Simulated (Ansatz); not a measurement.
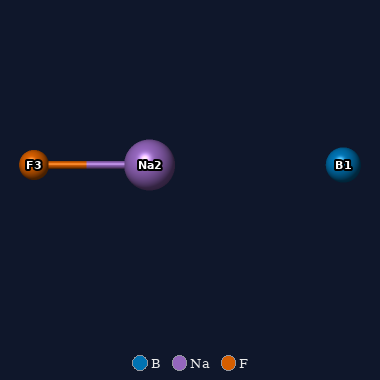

The system is B + NaF, spin multiplicity 2; the picture shows the reference structure. Coordinates scanned: (1) distance B1–Na2; (2) distance Na2–F3. Nothing is relaxed (the angle B1–Na2–F3 is fixed at 180 degrees). The grid has 11 × 11 points. At 11 points there is no value. Points are written as (first, second). Energies: eV, counted from B far from the relaxed NaF (each part in its own basis). Computed with UKS CAM-B3LYP-D4/def2-SVPD in Ansatz.

Its coordinates:

```xyz
3

B    -3.2350    0.0000    0.0000
Na    0.0000    0.0000    0.0000
F     1.9280    0.0000    0.0000
```

Range: distance B1–Na2 from 2.000 to 4.400 Å; distance Na2–F3 from 1.808 to 4.208 Å.

Q: Predict the map.

A: The lowest grid point is at (3.235 Å, 1.928 Å), −0.29 eV from B far from the relaxed NaF (each part in its own basis). Other grid points that lie below all their neighbours: (2.729 Å, 1.928 Å) (0.007 eV higher); (3.796 Å, 1.928 Å) (0.09 eV higher). The highest grid point, (2.000 Å, 4.208 Å), lies 4.02 eV above the lowest.

```
distance Na2–F3 ↓, distance B1–Na2 →  2.000  2.120  2.296  2.502  2.729  2.975  3.235  3.510  3.796  4.093  4.400
                               4.208   3.74   3.31   2.95   2.76   2.68   2.64   2.68   2.74   2.81   2.88   2.93
                               3.901   3.55      –   2.73   2.51   2.41      –   2.40      –   2.53   2.59   2.65
                               3.604   3.30   2.85   2.43   2.20   2.10   2.06   2.09   2.15   2.21   2.27   2.33
                               3.318   2.98   2.51   2.09   1.85   1.76   1.71   1.73      –   1.86   1.92   1.97
                               3.043   2.60   2.13   1.71   1.47   1.37   1.33   1.34   1.40   1.46   1.52   1.57
                               2.783   2.19      –   1.30   1.06   0.96   0.94   0.94      –   1.05   1.10   1.15
                               2.537   1.77   1.30   0.88   0.64   0.53   0.52   0.54   0.58   0.63   0.68   0.73
                               2.310   1.37      –   0.48   0.24   0.13   0.11   0.14      –   0.23   0.28   0.32
                               2.104   1.04   0.60   0.18  −0.07  −0.17  −0.20  −0.18  −0.13  −0.08  −0.04   0.00
                               1.928   0.92      –   0.08  −0.17  −0.28      –  −0.29      –  −0.20  −0.16  −0.12
                               1.808   1.02   0.62   0.20  −0.05  −0.16  −0.19  −0.17  −0.13  −0.09  −0.05  −0.01
```

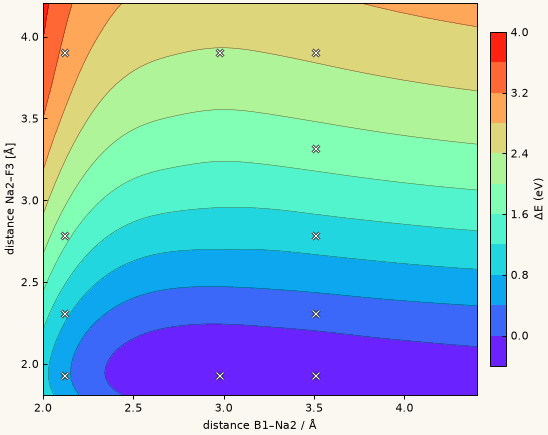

Drawn: filled contours, crosses at grid points without a value. Between grid points the surface is interpolated.

Each point was launched as `ansatz run input.yaml --threads 1 --pin off --max-ram 2560MiB --backend cpu --events-out ev --progress --plain --runs-dir out`. Time for the 110 points that were run: 14 min on 1 thread of Arm Neoverse V2, with other jobs on the host.
